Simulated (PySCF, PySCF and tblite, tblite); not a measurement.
# C6H18Si2: conformers and averaged spectra, part 3 of 3

PySCF and tblite. Atoms count from 0. The steps go on from the part before.

### Step 10. Boltzmann average: properties at PBE0/6-31G*

What the job is given:

```
{"job": {"study": "conf", "smiles": "C[Si](C)(C)CCC[SiH3]", "search": {"seed": 3449, "n_embed": 150, "ff_keep": 22, "window": 3.0, "nmax": 10, "temps": [200, 250, 298.15, 350, 400], "t_ref": 298.15, "order": 0.001}, "level": {"nmr": {"xc": "PBE0", "basis": "6-31G*"}}, "kind": "conf"}, "charge": 0, "multiplicity": 1}
C     -1.646964    -0.086602     2.087547
Si    -1.634144    -0.133259     0.178997
C     -1.970935     1.619427    -0.499347
C     -2.995531    -1.322115    -0.434733
C      0.059879    -0.765702    -0.450594
C      1.241228     0.102953    -0.024693
C      2.571204    -0.435863    -0.547480
Si     4.060509     0.624941    -0.033186
H     -1.398185    -1.055561     2.510100
H     -2.624890     0.193758     2.467127
H     -0.930182     0.632680     2.472000
H     -1.253373     2.338406    -0.115581
H     -2.960949     1.965928    -0.218331
H     -1.912031     1.643820    -1.583518
H     -3.976646    -0.999483    -0.100969
H     -2.839488    -2.330316    -0.063706
H     -3.019773    -1.372857    -1.518858
H      0.228510    -1.783386    -0.091827
H      0.047272    -0.826265    -1.541032
H      1.276990     0.154488     1.065422
H      1.093786     1.119432    -0.395245
H      2.704404    -1.458999    -0.187286
H      2.522368    -0.500873    -1.637282
H      4.148902     0.675508     1.428490
H      5.287252     0.037028    -0.576222
H      3.899741     1.985525    -0.552574
```

Log:

```text
conformer  sym    E(xTB)   E(DFT)   G(298.15 K)  weight  dipole/D
    1     C1      0.037    0.451    0.265   0.3234    0.857
    2     Cs      0.000    0.000    0.000   0.5058    0.830
    3     C1      0.293    0.753    0.809   0.1291    0.759
    4     C1      0.047    0.883    1.478   0.0418    0.768

mean shielding (ppm) by class
class atoms           200 K      250 K   298.15 K      350 K      400 K
  0 C  0,2,3         197.53    197.465    197.413    197.366    197.328
  1 Si 1            413.472    413.341    413.242    413.156    413.089
  2 C  4            174.088    174.353    174.541    174.693    174.808
  3 C  5            172.581    172.542    172.512    172.486    172.465
  4 C  6             181.78     181.95    182.073    182.175    182.253
  5 Si 7            458.666    458.561    458.491    458.436    458.396
  6 H  8,9,10        32.419     32.418     32.416     32.415     32.413
  7 H  17,18         31.623      31.62     31.617     31.614     31.612
  8 H  19,20         30.716     30.698     30.685     30.674     30.666
  9 H  21,22         31.566     31.559     31.554      31.55     31.547
 10 H  23,24,25      28.382      28.38     28.379     28.378     28.377
```

Run time: 2.6 min. Hardware: 1 thread of Arm Neoverse V1, shared host. This counts the runs that the step sums up.

The search (ETKDG, MMFF94s, GFN2-xTB) embedded 150 structures, kept 4 distinct ones after the force field and 4 after xTB; 4 were carried on (window 3.0 kcal/mol at the search's own energies). Energies: PBE0/6-31G* with D3(BJ).

The conformers at 298 K:

| no. | group | mirror pair | ΔE xTB | ΔE DFT | ΔG | weight (%) | μ (D) | C0–Si1–C4–C5 (°) | Si1–C4–C5–C6 (°) | C4–C5–C6–Si7 (°) | A, B, C (GHz) |
| --- | --- | --- | --- | --- | --- | --- | --- | --- | --- | --- | --- |
| 1 | C1 | yes | 0.04 | 0.45 | 0.27 | 32.3 | 0.86 | 175 | -179 | -63 | 2.26, 0.57, 0.54 |
| 2 | Cs | no | 0.00 | 0.00 | 0.00 | 50.6 | 0.83 | -60 | -180 | -180 | 2.62, 0.48, 0.48 |
| 3 | C1 | yes | 0.29 | 0.75 | 0.81 | 12.9 | 0.76 | 34 | 65 | 178 | 2.44, 0.58, 0.57 |
| 4 | C1 | yes | 0.05 | 0.88 | 1.48 | 4.2 | 0.77 | -37 | -65 | -62 | 2.06, 0.72, 0.68 |

Energies in kcal/mol. ΔG holds xTB vibrations and rotation, symmetry numbers and mirror pairs.

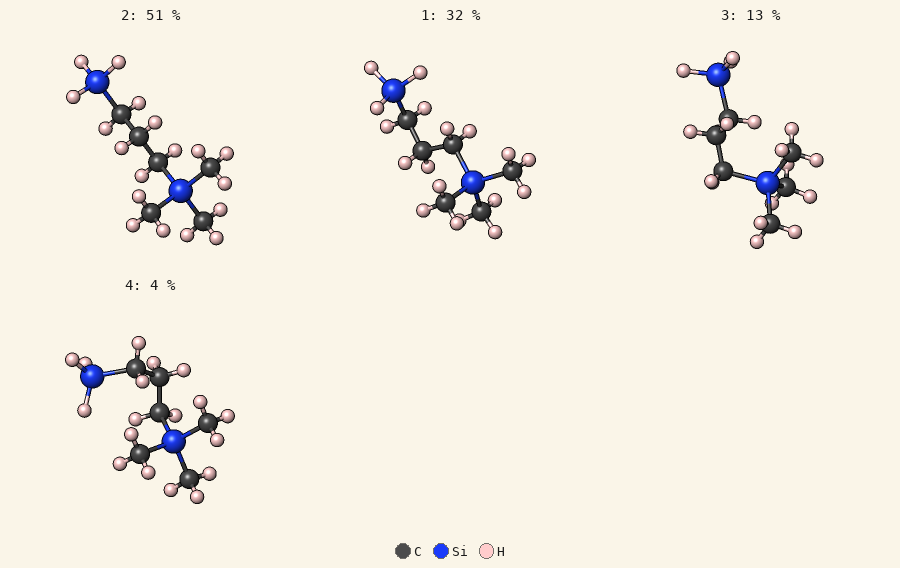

Conformers, most populated first.

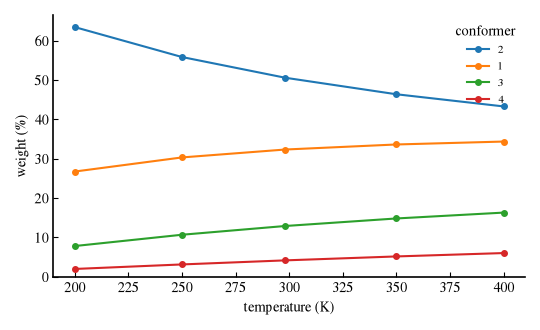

Weights against temperature.

Other ways of weighting, at the same temperature:

| scheme | 2 | 1 | 3 | 4 | mean μ (D) |
| --- | --- | --- | --- | --- | --- |
| DFT free energy | 51 | 32 | 13 | 4 | 0.83 |
| DFT energy, symmetry counted | 34 | 32 | 19 | 15 | 0.82 |
| DFT energy alone | 51 | 24 | 14 | 11 | 0.82 |
| xTB energy, symmetry counted | 17 | 32 | 21 | 31 | 0.81 |
| xTB free energy | 31 | 40 | 17 | 11 | 0.82 |
| lowest conformer only | 100 | 0 | 0 | 0 | 0.83 |
| equal weights | 25 | 25 | 25 | 25 | 0.80 |
| conformers found from three starts alone | 58 | 37 | 0 | 5 | 0.84 |

Shifts against references run at the same level ($^{29}$Si TMS 415.5, $^{1}$H TMS 32.41, $^{13}$C TMS 196.4 ppm of shielding), by class of atoms, at 298 K:

| atoms | environment | no. 2 | no. 1 | no. 3 | average |
| --- | --- | --- | --- | --- | --- |
| C5 | sp3 CH2 | 23.7 | 23.8 | 24.5 | 23.9 |
| C4 | sp3 CH2 bonded to Si | 23.5 | 20.1 | 20.9 | 21.8 |
| C6 | sp3 CH2 bonded to Si | 15.3 | 13.6 | 13.2 | 14.3 |
| C0, C2, C3 | methyl carbon bonded to Si | -1.3 | -1.3 | 0.3 | -1.0 |
| H23, H24, H25 | hydrogen on a silicon bonded to C | 4.02 | 4.06 | 4.01 | 4.03 |
| H19, H20 | hydrogen on an sp3 CH2 | 1.62 | 1.81 | 1.83 | 1.73 |
| H21, H22 | hydrogen on an sp3 CH2 bonded to Si | 0.80 | 0.96 | 0.80 | 0.86 |
| H17, H18 | hydrogen on an sp3 CH2 bonded to Si | 0.80 | 0.71 | 0.95 | 0.79 |
| H8, H9, H10 and 6 more | hydrogen on a methyl carbon bonded to Si | -0.01 | -0.02 | 0.03 | 0.00 |
| Si1 | silicon bonded to 4 C | 1.6 | 2.3 | 4.1 | 2.2 |
| Si7 | silicon bonded to C, 3 H | -43.7 | -42.0 | -42.8 | -43.0 |

Effective distances for nuclear Overhauser effects, ⟨r⁻⁶⟩^(−1/6) over all pairs of two classes (Å): H19···H21 2.62; H17···H19 2.65; H17···H21 2.81; H21···H23 3.15; H19···H23 3.42; H8···H19 3.56; H8···H17 3.67; H17···H23 3.76.

### Step 11. Outcome

This closing draws on all 3 parts.

```
                               quantity                                                value
                             conformers  4; the first in weight is no. 2 (Cs), 51 % at 298 K
                root-mean-square dipole                                               0.83 D
 averaged $^{13}$C shifts (PBE0/6-31G*)                           23.9, 21.8, 14.3, -1.0 ppm
  averaged $^{1}$H shifts (PBE0/6-31G*)                     4.03, 1.73, 0.86, 0.79, 0.00 ppm
averaged $^{29}$Si shifts (PBE0/6-31G*)                                       2.2, -43.0 ppm
```

**Reading.** At 298 K conformer 2 holds 51 % of the ensemble (63 % at 200 K, 43 % at 400 K). Among conformers over 5 %, C4 differs by 3.4 ppm, while the average moves by 0.7 ppm from 200 to 400 K.
